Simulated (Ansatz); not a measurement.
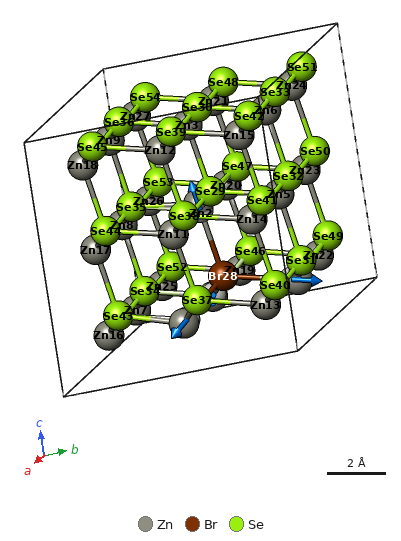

A relaxation of a defect cell of composition Zn₂₇Se₂₆Br (cell charge +1). The starting structure is drawn faded, the final one solid; blue arrows show the displacements, magnified 5 times.

The picture is a ball-and-stick view of the cell of the calculation (origin shifted), seen slightly off an axis.

Level of theory: Ansatz, DFT, PBE, plane-wave PAW, default files, scalar-relativistic. (plane-wave cutoff 420 eV; k-point mesh 2 × 2 × 2; occupations fermi dirac; smearing width 0.01 eV; no spin polarisation; atoms relaxed in a fixed cell; force threshold 0.03 eV/Å; at most 40 steps)

**Which element moves most?**

Zinc: up to 0.23 Å, against 0.03 Å for selenium.

**What happened in the run?**

The largest moves, 0.23 Å, are those of Zn atoms. Largest moves by element: Zn 0.23 Å, Se 0.03 Å. Br stays in place. The cell doesn't change. Among the contacts that change: Br–Zn 2.454 → 2.680 Å, Se–Zn 2.454 → 2.413 Å, Se–Zn 2.454 → 2.438 Å. Among the angles between lasting bonds that change: Zn–Se–Zn 109.5° → 103.4°, Br–Zn–Se 109.5° → 104.2°, Se–Zn–Se 109.5° → 114.2°. After 3 geometry steps the energy has fallen by 0.552 eV per cell of the calculation. Largest force component: 0.77 eV/Å at the start, 0.011 eV/Å at the end. Cost: 120 s on 4 threads of Intel(R) Xeon(R) Platinum 8488C (Sapphire Rapids), with other jobs on the host, peak memory 6 GiB.

Limits of the set-up: the cell is charged, on a uniform background, and energies carry no finite-size correction.
